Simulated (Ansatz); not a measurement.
```xyz
8

Sn   -0.1929    0.0370   -0.0356
O     0.0363    0.2547    1.8897
H    -0.4327   -0.3388    2.4570
O     1.5426   -0.5044   -0.7425
H     2.2472   -0.6291   -0.1243
H    -0.7694    1.4391   -0.7737
O    -1.4036   -1.4714   -0.2901
H    -1.0447   -2.2652   -0.6577
```

Core potentials replace the inner electrons of Sn.

Computed with RHF/def2-SVP in Ansatz.

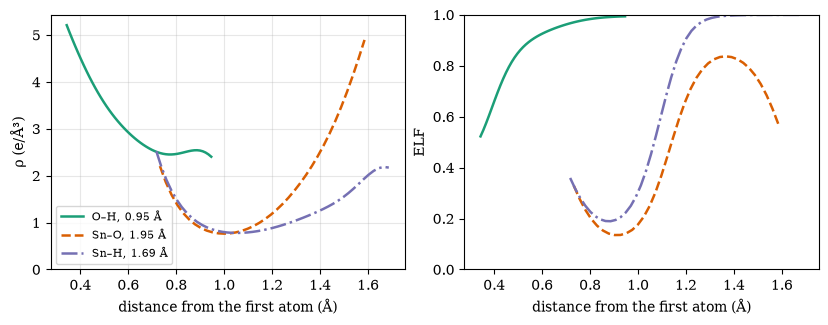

H4O3Sn. Electron density and electron localisation function along straight lines between neighbouring atoms. The curves leave out the atomic cores.

### Compare the contacts.

O–H (0.95 Å): the density is about 3.8 e/Å³ at the midpoint; the ELF climbs to about 1 towards the hydrogen, as it does in any bond to H: a covalent bond by its length.
Sn–O (1.95 Å): the density is about 0.77 e/Å³ at the midpoint; the ELF peaks at about 0.85 in the valence shell of O, 0.6 Å from its nucleus, and drops to about 0.15 between the two atoms.
Sn–H (1.69 Å): the density is about 1.2 e/Å³ at the midpoint; the ELF climbs to about 1 towards the hydrogen.
